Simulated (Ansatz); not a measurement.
Geometry relaxation, with input and output: CH$_{5}$InOS$_{2}$ (part 2 of 2)

The same run, continued: CH$_{5}$InOS$_{2}$, SMILES C[O][In]([SH])[SH]; RKS PBE0-D4/def2-TZVP (Ansatz 0.2.0). The geometry: GFN2-xTB start.

Geometry of the input (Å):
```
C  -0.1464  0.9340  1.3768
O  -0.2716  -0.3040  0.7350
In 0.1201  -0.8341  -1.1597
S  -0.3687  -3.1923  -1.2875
S  0.9194  0.9190  -2.6593
H  0.2726  1.7153  0.7271
H  0.5145  0.8236  2.2427
H  -1.1308  1.2682  1.7201
H  -0.7121  -3.1534  -0.0064
H  0.8031  1.8240  -1.6889
```

Trajectory as extended XYZ, continued:
```
10
Properties=species:S:1:pos:R:3:forces:R:3 step=7 energy=-30003.32096
C    -0.1330    0.9876    1.3702    0.0082   0.0091  -0.0199
O    -0.2948   -0.3099    0.8684    0.0035  -0.0010   0.0128
In    0.0781   -0.8387   -0.9993   -0.0106   0.0013  -0.0100
S    -0.3165   -3.1214   -1.4579   -0.0083  -0.0041   0.0393
S     0.8412    0.7894   -2.5458    0.0000   0.0139   0.0211
H     0.2930    1.6985    0.6457   -0.0048  -0.0059   0.0143
H     0.5368    0.9729    2.2383   -0.0033  -0.0017  -0.0014
H    -1.0988    1.3943    1.6941    0.0004  -0.0012  -0.0010
H    -0.7016   -3.3443   -0.1868    0.0132   0.0085  -0.0386
H     0.7955    1.7716   -1.6267    0.0017  -0.0189  -0.0164
10
Properties=species:S:1:pos:R:3:forces:R:3 step=9 energy=-30003.32137
C    -0.1283    0.9862    1.3699    0.0036  -0.0008  -0.0019
O    -0.2659   -0.3173    0.8765    0.0005   0.0069   0.0085
In    0.0688   -0.8367   -1.0011   -0.0004  -0.0037  -0.0070
S    -0.3264   -3.1189   -1.4597   -0.0003  -0.0002   0.0007
S     0.8154    0.7954   -2.5504    0.0007   0.0011  -0.0012
H     0.3255    1.6908    0.6568    0.0024  -0.0020  -0.0010
H     0.5079    0.9798    2.2627   -0.0017  -0.0017   0.0037
H    -1.1056    1.3955    1.6534   -0.0037   0.0008  -0.0005
H    -0.6914   -3.3446   -0.1848    0.0006  -0.0006  -0.0010
H     0.8001    1.7698   -1.6233   -0.0018   0.0001  -0.0003
10
Properties=species:S:1:pos:R:3:forces:R:3 step=11 energy=-30003.32109 accepted=F
C    -0.1229    0.9862    1.3710   -0.0172   0.0130   0.0108
O    -0.2541   -0.3194    0.8832    0.0012  -0.0355  -0.0609
In    0.0585   -0.8369   -1.0023    0.0393   0.0859   0.0299
S    -0.3293   -3.1164   -1.4611   -0.0112  -0.0465  -0.0245
S     0.8187    0.7969   -2.5510   -0.0326  -0.0370   0.0416
H     0.3543    1.6819    0.6649    0.0088   0.0089   0.0065
H     0.4887    0.9810    2.2808    0.0046  -0.0004  -0.0035
H    -1.1048    1.4035    1.6274    0.0049   0.0051  -0.0071
H    -0.6865   -3.3502   -0.1858   -0.0010   0.0039   0.0104
H     0.7775    1.7734   -1.6270    0.0033   0.0026  -0.0031
10
Properties=species:S:1:pos:R:3:forces:R:3 step=13 energy=-30003.32152
C    -0.1137    0.9856    1.3716   -0.0049   0.0740   0.0440
O    -0.2328   -0.3231    0.8874    0.0046  -0.0172  -0.0456
In    0.0602   -0.8360   -1.0030   -0.0007   0.0402   0.0443
S    -0.3359   -3.1162   -1.4625    0.0003  -0.0243  -0.0193
S     0.7787    0.8061   -2.5584   -0.0133  -0.0219   0.0236
H     0.4302    1.6641    0.6916   -0.0542  -0.0477   0.0958
H     0.4353    0.9735    2.3251   -0.0656   0.0174  -0.1203
H    -1.1059    1.4270    1.5569    0.1325  -0.0395  -0.0288
H    -0.6722   -3.3561   -0.1826   -0.0004   0.0089   0.0092
H     0.7560    1.7751   -1.6261    0.0016   0.0102  -0.0030
10
Properties=species:S:1:pos:R:3:forces:R:3 step=15 energy=-30003.32343
C    -0.1066    0.9830    1.3708   -0.0077  -0.0222   0.0068
O    -0.2252   -0.3268    0.8874    0.0024   0.0118   0.0038
In    0.0550   -0.8352   -1.0034    0.0002   0.0012   0.0018
S    -0.3336   -3.1188   -1.4609    0.0002   0.0024  -0.0007
S     0.7558    0.8110   -2.5598   -0.0029  -0.0011   0.0007
H     0.4811    1.6474    0.7204    0.0120   0.0057  -0.0060
H     0.3944    0.9648    2.3455   -0.0043   0.0018  -0.0011
H    -1.0930    1.4442    1.5070    0.0011   0.0013  -0.0051
H    -0.6630   -3.3517   -0.1776    0.0004  -0.0016   0.0001
H     0.7352    1.7821   -1.6295   -0.0015   0.0006  -0.0004
10
Properties=species:S:1:pos:R:3:forces:R:3 step=17 energy=-30003.32310 accepted=F
C    -0.1055    0.9814    1.3730   -0.0041   0.0194   0.0327
O    -0.2210   -0.3265    0.8885   -0.0011  -0.0333  -0.0159
In    0.0548   -0.8333   -1.0033   -0.0035  -0.0016   0.0110
S    -0.3343   -3.1164   -1.4608   -0.0043  -0.0064   0.0138
S     0.7508    0.8105   -2.5628    0.0044  -0.1042  -0.1197
H     0.4925    1.6453    0.7322    0.0205   0.0078  -0.0216
H     0.3828    0.9614    2.3539   -0.0019   0.0015   0.0079
H    -1.0915    1.4463    1.4976   -0.0096   0.0034  -0.0041
H    -0.6608   -3.3511   -0.1764    0.0049   0.0032  -0.0161
H     0.7321    1.7824   -1.6420   -0.0053   0.1102   0.1120
10
Properties=species:S:1:pos:R:3:forces:R:3 step=19 energy=-30003.32444
C    -0.0929    0.9816    1.3706    0.0244   0.1142   0.0227
O    -0.1993   -0.3317    0.8984   -0.0089  -0.0326   0.0009
In    0.0465   -0.8346   -0.9990    0.0009  -0.0028  -0.0029
S    -0.3376   -3.1169   -1.4647   -0.0027  -0.0063   0.0063
S     0.7148    0.8192   -2.5613   -0.0023  -0.0026  -0.0094
H     0.5736    1.6187    0.7631   -0.0731  -0.0540   0.0800
H     0.3210    0.9640    2.3885   -0.0465   0.0126  -0.0934
H    -1.0768    1.4742    1.4135    0.1060  -0.0379  -0.0037
H    -0.6467   -3.3639   -0.1786    0.0039   0.0050  -0.0084
H     0.6972    1.7894   -1.6305   -0.0018   0.0043   0.0079
10
Properties=species:S:1:pos:R:3:forces:R:3 step=21 energy=-30003.32184 accepted=F
C    -0.0672    0.9784    1.3653    0.0166   0.0595   0.0571
O    -0.2000   -0.3352    0.8882    0.0266   0.1027   0.0409
In    0.0181   -0.8255   -1.0168    0.0184  -0.0356   0.0413
S    -0.3252   -3.1234   -1.4444   -0.0097  -0.0279  -0.0460
S     0.6497    0.8532   -2.5698   -0.0168  -0.0317  -0.0075
H     0.7368    1.5537    0.8633   -0.1991  -0.1342   0.1358
H     0.1839    0.9344    2.4393   -0.0681   0.0614  -0.2669
H    -1.0095    1.5451    1.2567    0.2164  -0.0719   0.0474
H    -0.6102   -3.3905   -0.1563    0.0176   0.0733  -0.0152
H     0.6235    1.8098   -1.6255   -0.0020   0.0045   0.0131
10
Properties=species:S:1:pos:R:3:forces:R:3 step=22 energy=-30003.32409 accepted=F
C    -0.0813    0.9750    1.3798   -0.0436  -0.0495   0.0093
O    -0.1787   -0.3421    0.9066    0.0022   0.0710  -0.0526
In    0.0192   -0.8192   -1.0071    0.0672   0.0006   0.0567
S    -0.3255   -3.1099   -1.4559   -0.0228  -0.0281  -0.0495
S     0.6925    0.8182   -2.5875   -0.0378   0.0041   0.0438
H     0.6403    1.5932    0.8283    0.0427   0.0048  -0.0360
H     0.2500    0.9532    2.4233    0.0043  -0.0155   0.0157
H    -1.0499    1.4896    1.3488   -0.0192   0.0095  -0.0043
H    -0.6359   -3.3551   -0.1713    0.0021   0.0059   0.0278
H     0.6693    1.7971   -1.6650    0.0049  -0.0027  -0.0109
10
Properties=species:S:1:pos:R:3:forces:R:3 step=24 energy=-30003.32689
C    -0.0725    0.9802    1.3679   -0.0104   0.0122   0.0225
O    -0.1881   -0.3377    0.9027    0.0069   0.0370   0.0003
In    0.0300   -0.8320   -1.0020    0.0085  -0.0105   0.0027
S    -0.3310   -3.1192   -1.4624   -0.0037  -0.0029  -0.0092
S     0.6573    0.8357   -2.5676   -0.0107  -0.0007   0.0212
H     0.6978    1.5680    0.8421   -0.0481  -0.0356   0.0413
H     0.2101    0.9545    2.4286   -0.0241   0.0181  -0.0803
H    -1.0246    1.5259    1.2865    0.0766  -0.0270   0.0076
H    -0.6175   -3.3690   -0.1722    0.0014   0.0015   0.0043
H     0.6386    1.7937   -1.6236    0.0035   0.0078  -0.0104
10
Properties=species:S:1:pos:R:3:forces:R:3 step=26 energy=-30003.32828
C    -0.0606    0.9812    1.3622   -0.0048   0.0093  -0.0049
O    -0.1893   -0.3387    0.9070    0.0098   0.0115   0.0042
In    0.0252   -0.8369   -0.9971   -0.0084  -0.0042  -0.0038
S    -0.3316   -3.1230   -1.4663    0.0027  -0.0009  -0.0025
S     0.6192    0.8478   -2.5573   -0.0014   0.0034   0.0110
H     0.7649    1.5320    0.8841   -0.0319  -0.0209   0.0271
H     0.1468    0.9605    2.4384   -0.0078   0.0154  -0.0294
H    -0.9826    1.5604    1.2096    0.0404  -0.0148   0.0078
H    -0.5966   -3.3835   -0.1735    0.0003   0.0034  -0.0003
H     0.6046    1.8002   -1.6073    0.0011  -0.0021  -0.0093
10
Properties=species:S:1:pos:R:3:forces:R:3 step=28 energy=-30003.32902
C    -0.0485    0.9797    1.3604   -0.0016   0.0367   0.0107
O    -0.1810   -0.3421    0.9123    0.0074   0.0085   0.0005
In    0.0170   -0.8364   -0.9954   -0.0074  -0.0035   0.0096
S    -0.3287   -3.1237   -1.4661    0.0008  -0.0105  -0.0095
S     0.5812    0.8578   -2.5565   -0.0013   0.0008   0.0039
H     0.8270    1.4982    0.9377   -0.0463  -0.0247   0.0301
H     0.0789    0.9672    2.4499   -0.0095   0.0111  -0.0570
H    -0.9388    1.5861    1.1356    0.0545  -0.0276   0.0170
H    -0.5819   -3.3952   -0.1730    0.0035   0.0156  -0.0024
H     0.5747    1.8084   -1.6049   -0.0002  -0.0064  -0.0031
10
Properties=species:S:1:pos:R:3:forces:R:3 step=30 energy=-30003.32978
C    -0.0386    0.9781    1.3595    0.0103   0.0308   0.0188
O    -0.1689   -0.3454    0.9160   -0.0056   0.0023   0.0013
In    0.0074   -0.8374   -0.9949    0.0013   0.0005   0.0002
S    -0.3289   -3.1252   -1.4692   -0.0001   0.0033   0.0035
S     0.5426    0.8637   -2.5583   -0.0011  -0.0018  -0.0053
H     0.8738    1.4712    0.9901   -0.0296  -0.0118   0.0146
H     0.0178    0.9746    2.4545   -0.0030  -0.0007  -0.0401
H    -0.8974    1.6038    1.0753    0.0289  -0.0219   0.0042
H    -0.5641   -3.3918   -0.1718   -0.0005  -0.0046  -0.0008
H     0.5564    1.8081   -1.6012   -0.0005   0.0040   0.0036
10
Properties=species:S:1:pos:R:3:forces:R:3 step=32 energy=-30003.33013
C    -0.0305    0.9774    1.3597    0.0117   0.0323   0.0197
O    -0.1658   -0.3458    0.9171   -0.0033  -0.0079   0.0027
In    0.0016   -0.8368   -0.9948    0.0011   0.0012  -0.0014
S    -0.3261   -3.1258   -1.4693   -0.0006   0.0022   0.0040
S     0.5125    0.8692   -2.5613    0.0000  -0.0029  -0.0036
H     0.9100    1.4476    1.0344   -0.0269  -0.0098   0.0086
H    -0.0299    0.9796    2.4560   -0.0016  -0.0042  -0.0360
H    -0.8597    1.6201    1.0301    0.0208  -0.0124   0.0039
H    -0.5517   -3.3958   -0.1709    0.0000  -0.0034  -0.0016
H     0.5396    1.8103   -1.6012   -0.0012   0.0048   0.0036
10
Properties=species:S:1:pos:R:3:forces:R:3 step=34 energy=-30003.33006 accepted=F
C    -0.0160    0.9771    1.3593   -0.0041   0.0519   0.0106
O    -0.1678   -0.3454    0.9190    0.0038   0.0040  -0.0037
In   -0.0094   -0.8338   -0.9944    0.0048  -0.0149  -0.0105
S    -0.3193   -3.1253   -1.4688   -0.0029  -0.0081  -0.0031
S     0.4727    0.8778   -2.5644   -0.0057  -0.0015   0.0264
H     0.9680    1.4036    1.1069   -0.0667  -0.0243   0.0198
H    -0.1064    0.9895    2.4524    0.0050   0.0158  -0.0621
H    -0.7891    1.6507    0.9563    0.0608  -0.0394   0.0389
H    -0.5304   -3.4056   -0.1701    0.0016   0.0071  -0.0016
H     0.4978    1.8113   -1.5962    0.0035   0.0095  -0.0147
10
Properties=species:S:1:pos:R:3:forces:R:3 step=36 energy=-30003.33018 accepted=F
C    -0.0142    0.9769    1.3582   -0.0005   0.0225   0.0110
O    -0.1662   -0.3467    0.9197    0.0048   0.0171  -0.0044
In   -0.0032   -0.8353   -0.9936   -0.0136  -0.0099   0.0037
S    -0.3227   -3.1255   -1.4677    0.0036  -0.0146  -0.0115
S     0.4681    0.8810   -2.5617    0.0001  -0.0031   0.0144
H     0.9736    1.3977    1.1153   -0.0437  -0.0137   0.0176
H    -0.1170    0.9927    2.4498    0.0070   0.0131  -0.0464
H    -0.7789    1.6532    0.9459    0.0374  -0.0308   0.0244
H    -0.5298   -3.4112   -0.1696    0.0027   0.0178  -0.0013
H     0.4902    1.8173   -1.5962    0.0022   0.0016  -0.0075
10
Properties=species:S:1:pos:R:3:forces:R:3 step=38 energy=-30003.33039 accepted=F
C    -0.0146    0.9766    1.3575    0.0006  -0.0051   0.0049
O    -0.1708   -0.3462    0.9183    0.0006   0.0123  -0.0003
In   -0.0112   -0.8356   -0.9950    0.0030  -0.0046   0.0092
S    -0.3183   -3.1280   -1.4670   -0.0017  -0.0071  -0.0108
S     0.4682    0.8817   -2.5595   -0.0021  -0.0028   0.0000
H     0.9725    1.3951    1.1129   -0.0110  -0.0029   0.0050
H    -0.1141    0.9930    2.4484    0.0022   0.0049  -0.0123
H    -0.7779    1.6542    0.9485    0.0067  -0.0050   0.0044
H    -0.5279   -3.4099   -0.1685    0.0021   0.0130   0.0001
H     0.4942    1.8193   -1.5956   -0.0005  -0.0026   0.0000
10
Properties=species:S:1:pos:R:3:forces:R:3 step=40 energy=-30003.33046
C    -0.0145    0.9767    1.3586   -0.0007  -0.0009   0.0008
O    -0.1689   -0.3463    0.9197    0.0011   0.0044  -0.0008
In   -0.0094   -0.8366   -0.9934    0.0008  -0.0006   0.0009
S    -0.3191   -3.1277   -1.4696   -0.0005  -0.0005  -0.0003
S     0.4672    0.8789   -2.5604   -0.0006   0.0004   0.0006
H     0.9724    1.3961    1.1152   -0.0063  -0.0021   0.0025
H    -0.1153    0.9937    2.4491    0.0007   0.0023  -0.0065
H    -0.7778    1.6533    0.9483    0.0051  -0.0032   0.0035
H    -0.5279   -3.4056   -0.1701    0.0002   0.0007  -0.0001
H     0.4933    1.8176   -1.5976    0.0002  -0.0005  -0.0006
10
Properties=species:S:1:pos:R:3:forces:R:3 step=42 energy=-30003.33047
C    -0.0118    0.9762    1.3591   -0.0005  -0.0031  -0.0003
O    -0.1689   -0.3462    0.9196    0.0006   0.0015  -0.0007
In   -0.0118   -0.8361   -0.9939    0.0017  -0.0013   0.0004
S    -0.3178   -3.1278   -1.4694   -0.0009   0.0000   0.0000
S     0.4579    0.8802   -2.5621   -0.0009  -0.0006   0.0007
H     0.9823    1.3869    1.1320    0.0003   0.0002  -0.0002
H    -0.1312    0.9960    2.4475   -0.0003   0.0002   0.0004
H    -0.7623    1.6585    0.9353   -0.0006   0.0014  -0.0001
H    -0.5231   -3.4058   -0.1694    0.0001   0.0000   0.0000
H     0.4867    1.8182   -1.5987    0.0004   0.0015  -0.0002
```

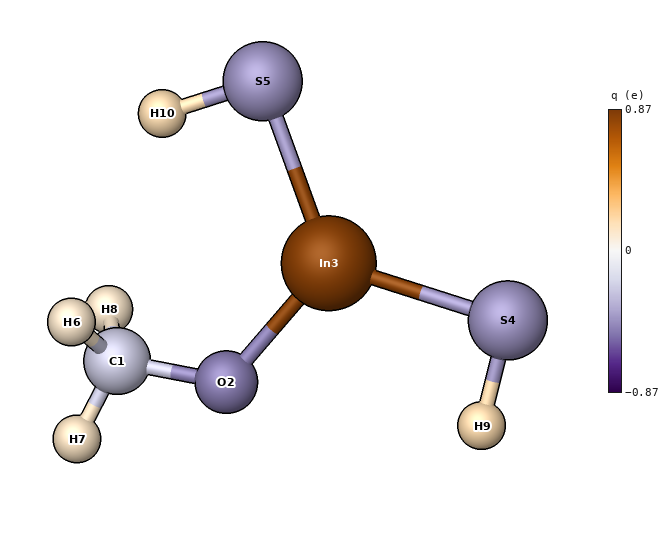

*Mulliken charges, as the colour of each atom (ball-and-stick view, seen at a tilt; atoms are numbered from 1 in the order of the input).*

By element: C −0.23, O −0.48, In +0.83, S −0.42 and H +0.11 to +0.19 e.

Summary:

| quantity | value |
| --- | --- |
| outcome | converged |
| total energy | −30003.3305 eV |
| mean-field energy | −30003.1191 eV |
| dispersion energy | −0.2114 eV |
| SCF solution under orbital rotations | stable |
| largest force (length of the vector) at the end | 0.003 eV/Å |
| dipole moment | 1.31 D |
| wall time | 3.5 min (CPU time 13 min) |
| peak memory | 0.73 GiB |
